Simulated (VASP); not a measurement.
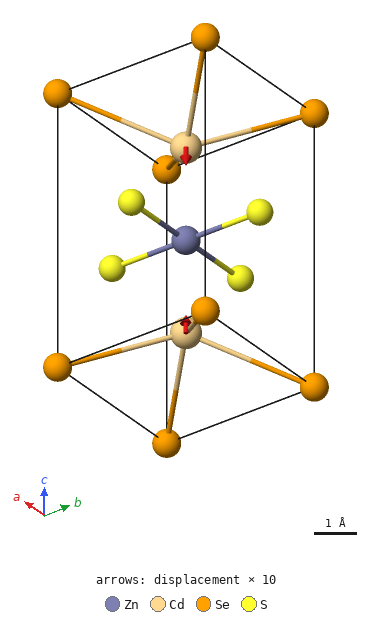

This is a relaxation of solid ZnCd2SeS2 (a generated structure, set up in P4/mmm). The starting structure is drawn; red arrows show the displacements (the part carried along by the change of the cell is left out), 10 times their true length.

The picture is a ball-and-stick view of the cell of the calculation, seen from a free direction.

The run lets cell and atoms move.

Theory: VASP 6.6.1, Kohn-Sham DFT of a periodic cell, PBE, VASP PAW PBE potentials, recommended.

The input:
```
PREC = Normal ; ENCUT = 520
EDIFF = 1E-4 ; ISMEAR = 0
SIGMA = 0.15 ; LREAL = F
LASPH = T ; NELM = 60
ALGO = Fast ; ISIF = 3
LWAVE = F ; LCHARG = F
GGA = PE ; IBRION = 2
NSW = 24 ; EDIFFG = -0.08
```

Command:
```bash
cat potpaw_PBE.64/Zn/POTCAR potpaw_PBE.64/Cd/POTCAR potpaw_PBE.64/Se/POTCAR potpaw_PBE.64/S/POTCAR > POTCAR
mpirun -np 1 vasp_std > vasp.out
```

**Atoms of which element are displaced furthest, and by how much?**

Cadmium: up to 0.052 Å, against 0.000 Å for sulfur.

**What did the optimiser do to the structure, and how much energy did it gain?**

After 4 geometry steps the energy has fallen by 0.174 eV per cell of the calculation. The largest force component goes from 1.2 to 0.066 eV/Å. Pressure: 2.44 GPa at the start and 0.04 GPa at the end. The largest moves relative to the cell, 0.052 Å, are those of Cd atoms. S and Se and Zn stay in place. The volume changes by +5.7 %, with a = b 4.452 → 4.472 Å (+0.5 %), c 7.747 → 8.111 Å (+4.7 %). Among the contacts that change: Cd–Cd 2.497 → 2.718 Å, Cd–Zn 2.625 → 2.697 Å, Cd–Se 3.387 → 3.442 Å, S–Zn 2.226 → 2.236 Å. The space group stays P4/mmm (No. 123).

Limits of the set-up: layers or molecules are held without a dispersion correction, so their spacing is unreliable.
